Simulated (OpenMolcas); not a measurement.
Single-point calculation, with input and output: Si₃NH₉ (part 2 of 2)

Continued. System: Si₃NH₉. Method: CASPT2/ANO-RCC-VDZ, DKH2 (OpenMolcas 26.06). The geometry comes from this level: GFN2-xTB.

Geometry of the input (Å):
```
Si -0.5286  1.4283  -0.8345
N  -0.1336  -0.0103  0.0698
Si 0.7727  0.1374  1.5529
Si -0.2674  -1.5674  -0.7064
H  -1.6803  1.1162  -1.6785
H  -0.8557  2.4780  0.1285
H  0.6088  1.8412  -1.6651
H  0.5300  -1.0695  2.3401
H  2.2062  0.2747  1.2687
H  0.2841  1.3238  2.2521
H  -1.4710  -1.5446  -1.5345
H  -0.3774  -2.5756  0.3454
H  0.9122  -1.8322  -1.5385
```

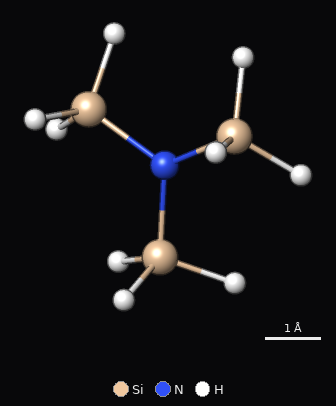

The structure as given in the input (ball-and-stick view, seen at a tilt).

The program's output, continued
```
      RASSCF algorithm: LK RI/DF
      Maximum number of macro iterations       200
      Maximum number of SX iterations          100
      Threshold for RASSCF energy            1.000E-08
      Threshold for max MO rotation          1.000E-01
      Threshold for max BLB element          1.000E-04
      Level shift parameter                  5.000E-01
      Make Quasi-Newton update
--

      The MO-coefficients are taken from the file:
      step2.RasOrb
      Title: RASSCF average (pseudo-natural) orbitals

      Total molecular charge    0.00

      ************************************************************************************************************************
      *                                            Wave function control section                                             *
      ************************************************************************************************************************

                                         RASSCF iterations: Energy and convergence statistics
                                         ----------------------------------------------------

          iter iter root      energy       change     param      element    value   shift minimum  type update hh:mm:ss
 Nr of preliminary CI iterations:   1
        1   1    5    1  -928.28394626    0.00E+00  -1.13E-04   28  62 1 -1.42E-05   0.00   0.00    SX    NO    0:00:00
        2   1    5    1  -928.28394627   -1.05E-08* -9.36E-05   17  29 1 -3.84E-06   0.00   0.00    SX    NO    0:00:00
        3   1    4    1  -928.28394628   -5.02E-09  -7.23E-05   17  29 1 -2.96E-06   0.00   0.00    SX    NO    0:00:00
        4   1    4    1  -928.28394628   -3.41E-09  -6.37E-05   31  65 1  2.78E-06   0.00   0.00    SX    NO    0:00:00
      Convergence after  4 iterations
        5   1    4    1  -928.28394628   -2.73E-09  -6.37E-05   31  65 1  2.75E-06   0.00   0.00    SX    NO    0:00:00

      ************************************************************************************************************************
                                                      Wave function printout:
                       occupation of active orbitals, and spin coupling of open shells (u,d: Spin up or down)
      ************************************************************************************************************************

      Note: transformation to natural orbitals
      has been made, which may change the order of the CSFs.

      printout of CI-coefficients larger than  0.05 for root  1
      energy=    -928.283946
      conf/sym  111111     Coeff  Weight
             1  222000  -0.98621 0.97261
            13  220020   0.08129 0.00661
            29  202200   0.05025 0.00252
            34  202002   0.05217 0.00272
            38  ud2u0d   0.10061 0.01012
            46  022002   0.05090 0.00259

      Natural orbitals and occupation numbers for root  1
      sym 1:   1.979628   1.978848   1.986253   0.020276   0.013780   0.021214

      ************************************************************************************************************************
      *                                                    Final results                                                     *
      ************************************************************************************************************************

++    Final optimization conditions:
      ------------------------------

      Average CI energy                            -928.28394628
      RASSCF energy for state  1                   -928.28394628
      Super-CI energy                                -0.00000000
      RASSCF energy change                           -0.00000000
      Max change in MO coefficients              -9.650E-05
      Max non-diagonal density matrix element    -6.367E-05
      Maximum BLB matrix element                  2.750E-06
      (orbital pair  31,  65 in symmetry   1)
      Norm of electronic gradient            8.283E-06
--

      Final state energy(ies):
      ------------------------

::    RASSCF root number  1 Total energy:   -928.28394628
      Von Neumann Entropy (Root   1) =  0.22589

      Mulliken population analysis for root number:  1
      -----------------------------------------------

++    Molecular charges:
      ------------------

      Mulliken charges per centre
      ---------------------------

                SI1     N2      SI3     SI4     H5      H6      H7      H8      H9      H10     H11     H12
      Total   12.7292  8.6312 12.7473 12.7474  1.2389  1.2421  1.2505  1.2430  1.2528  1.2122  1.2400  1.2125

      N-E      1.2708 -1.6312  1.2527  1.2526 -0.2389 -0.2421 -0.2505 -0.2430 -0.2528 -0.2122 -0.2400 -0.2125

                H13
      Total    1.2529

      N-E     -0.2529

      Total electronic charge=   58.000000

      Total            charge=   -0.000000
--

      Expectation values of various properties for root number:  1
      -----------------------------------------------------------

++    Molecular properties:
      ---------------------

      Charge (e):
                      =   -0.0000
      Dipole Moment (debye):
      Origin of the operator (angstrom)=   -0.0221   -0.0017    0.0115
                   X=  4.8682E-02               Y=  1.2444E-05               Z=  9.1742E-02           Total=  1.0386E-01
      Quadrupole Moment (debye*angstrom):
      Origin of the operator (angstrom)=   -0.0221   -0.0017    0.0115
                  XX= -5.5685E+01              XY= -1.3817E-01              XZ=  1.4590E+00              YY= -5.2133E+01
                  YZ=  1.4677E-01              ZZ= -5.3212E+01
      In traceless form (debye*angstrom)
                  XX= -3.0120E+00              XY= -2.0725E-01              XZ=  2.1885E+00              YY=  2.3151E+00
                  YZ=  2.2016E-01              ZZ=  6.9682E-01
--

      LoProp population analysis for root number:  1
      -----------------------------------------------

++    LoProp analysis:
      ----------------

++    Static properties:
      ------------------

      LoProp Charges per center

                   SI1      N2       SI3      SI4      H5       H6       H7       H8       H9       H10
      Nuclear     14.0000   7.0000  14.0000  14.0000   1.0000   1.0000   1.0000   1.0000   1.0000   1.0000
      Electronic -13.3453  -7.9385 -13.3510 -13.3509  -1.1070  -1.1081  -1.1283  -1.1083  -1.1294  -1.0980

      Total        0.6547  -0.9385   0.6490   0.6491  -0.1070  -0.1081  -0.1283  -0.1083  -0.1294  -0.0980

                   H11      H12      H13
      Nuclear      1.0000   1.0000   1.0000
      Electronic  -1.1083  -1.0975  -1.1292

      Total       -0.1083  -0.0975  -0.1292
--

      Natural Bond Order analysis for root number:  1

++    Natural Bond Order analysis
      ---------------------------
      Based on LoProp computed density
      -------------------------------------------------------------------------------------
      Atom A       Atom B       Bond Order
      -------------------------------------------------------------------------------------
      NBO located      1.001 non-bonded electrons on atom SI1
      NBO located      1.000 non-bonded electrons on atom SI1
      NBO located      0.996 non-bonded electrons on atom SI1
      NBO located      0.997 non-bonded electrons on atom SI1
      NBO located      0.998 non-bonded electrons on atom SI1
      NBO located      1.000 non-bonded electrons on atom N2
      NBO located      1.000 non-bonded electrons on atom SI3
      NBO located      1.000 non-bonded electrons on atom SI3
      NBO located      0.996 non-bonded electrons on atom SI3
      NBO located      0.997 non-bonded electrons on atom SI3
      NBO located      0.998 non-bonded electrons on atom SI3
      NBO located      1.000 non-bonded electrons on atom SI4
      NBO located      1.000 non-bonded electrons on atom SI4
      NBO located      0.996 non-bonded electrons on atom SI4
      NBO located      0.998 non-bonded electrons on atom SI4
      NBO located      0.998 non-bonded electrons on atom SI4
      The remaining   15.603 electrons are to be considered as diffuse
--

--

      Average orbitals are written to the RASORB file
      Natural orbitals for root   1 are written to the RASORB.1 file
      Spin density orbitals for root   1 are written to the SPDORB.1 file

--- Stop Module: rasscf /rc=_RC_ALL_IS_WELL_ ---
--- Module rasscf spent 1 second ---

--- Start Module: caspt2 ---

                                              &CASPT2

                       available to each process: 1.9 GB of memory, 1 thread

++    Wave function specifications:
      -----------------------------

      Number of closed shell electrons          38
      Number of electrons in active shells       6
      Max number of holes in RAS1 space          0
      Max number of electrons in RAS3 space      0
      Number of inactive orbitals               19
      Number of active orbitals                  6
      Number of secondary orbitals              34
      Spin quantum number                      0.0
      State symmetry                             1
      Number of CSFs                           175
      Number of CASSCF root(s) available         1
      CASPT2 state passed to geometry opt.       1
      A file JOBMIX will be created
      This is a CASSCF or RASSCF reference function
--

++    Orbital specifications:
      -----------------------

      Symmetry species                           1
                                                 a
      Frozen orbitals                            7
      Inactive orbitals                         19
      Active orbitals                            6
      Secondary orbitals                        34
      Deleted orbitals                           0
      Number of basis functions                 66
--

++    CASPT2 specifications:
      ----------------------

      Type of calculation                        SS-CASPT2
      Fock operator                              state-specific
      IPEA shift                                 0.25
      Real shift                                 0.00
      Imaginary shift                            0.20
      The input orbitals will be transformed to quasi-canonical
--

--------------------------------------------------------------------------------
 Estimated memory requirements:
  POLY3 :                   262414
  RHS:                      490024
  SIGMA :                   521320
  PRPCTL:                        0
 Available workspace:    232483691

++ CASPT2 computation for group   1

********************************************************************************
 Multi-State initialization phase begins for group   1
--------------------------------------------------------------------------------
********************************************************************************
 Compute H0 matrices for state    1
--------------------------------------------------------------------------------
--------------------------------------------------------------------------------
 H0 matrices have been computed.

********************************************************************************
  CASPT2 EQUATION SOLUTION
--------------------------------------------------------------------------------

  Total nr of CASPT2 parameters:
   Before reduction:      499834
   After  reduction:      497738

 Variance of |WF0>:       0.6951882635

 The contributions to the second order correlation energy in atomic units.
-----------------------------------------------------------------------------------------------------------------------------
  IT.      VJTU        VJTI        ATVX        AIVX        VJAI        BVAT        BJAT        BJAI        TOTAL       RNORM
-----------------------------------------------------------------------------------------------------------------------------
   1    -0.000715   -0.001155   -0.000991   -0.036001   -0.012744   -0.004828   -0.020755   -0.165776   -0.242964    0.022924
   2    -0.000758   -0.001238   -0.001040   -0.037591   -0.013174   -0.004946   -0.021081   -0.166464   -0.246292    0.004796
   3    -0.000759   -0.001245   -0.001048   -0.037692   -0.013177   -0.004957   -0.021056   -0.166428   -0.246361    0.001416
   4    -0.000761   -0.001247   -0.001048   -0.037664   -0.013157   -0.004952   -0.021031   -0.166371   -0.246230    0.000375
   5    -0.000760   -0.001247   -0.001048   -0.037662   -0.013155   -0.004951   -0.021032   -0.166368   -0.246223    0.000121
   6    -0.000760   -0.001247   -0.001048   -0.037663   -0.013156   -0.004952   -0.021033   -0.166374   -0.246233    0.000035
   7    -0.000760   -0.001247   -0.001048   -0.037663   -0.013156   -0.004952   -0.021033   -0.166374   -0.246233    0.000011
   8    -0.000760   -0.001247   -0.001048   -0.037662   -0.013156   -0.004952   -0.021033   -0.166374   -0.246233    0.000003
-----------------------------------------------------------------------------------------------------------------------------

  FINAL CASPT2 RESULT:

      Reference energy:        -928.2839462826
      E2 (Non-variational):      -0.2462326055
      Shift correction:          -0.0019579202
      E2 (Variational):          -0.2481905257
      Total energy:            -928.5321368084
      Residual norm:              0.0000009184
      Reference weight:           0.90467

      Contributions to the CASPT2 correlation energy
      Active & Virtual Only:         -0.0059997803
      One Inactive Excited:          -0.0594560601
      Two Inactive Excited:          -0.1807767651

++ Denominators, etc.
--------------------------------------------------------------------------------------------------------------
 Report on small energy denominators, large coefficients, and large energy contributions.
CASE  SYMM ACTIVE-MIX  NON-ACTIVE INDICES          DENOMINATOR     RHS VALUE       COEFFICIENT     CONTRIBUTION
--

   (Skipping property calculation,
    use PROP keyword to activate)
--

  Total CASPT2 energies:
::    CASPT2 Root  1     Total energy:   -928.53213681

  A NEW JOBIPH FILE NAMED 'JOBMIX' IS PREPARED.
********************************************************************************
--- Stop Module: caspt2 /rc=_RC_ALL_IS_WELL_ ---
--- Module caspt2 spent 1 second ---

.##################.
.# Happy landing! #.
.##################.

    Timing: Wall=4.34 User=3.80 System=0.53
```

Results in brief

- outcome: converged
- total energy: −928.532137 hartree
- CASSCF energy: −928.283946 hartree
- basis functions: 66
- wall time: 4.8 s
- peak memory: 0.083 GiB
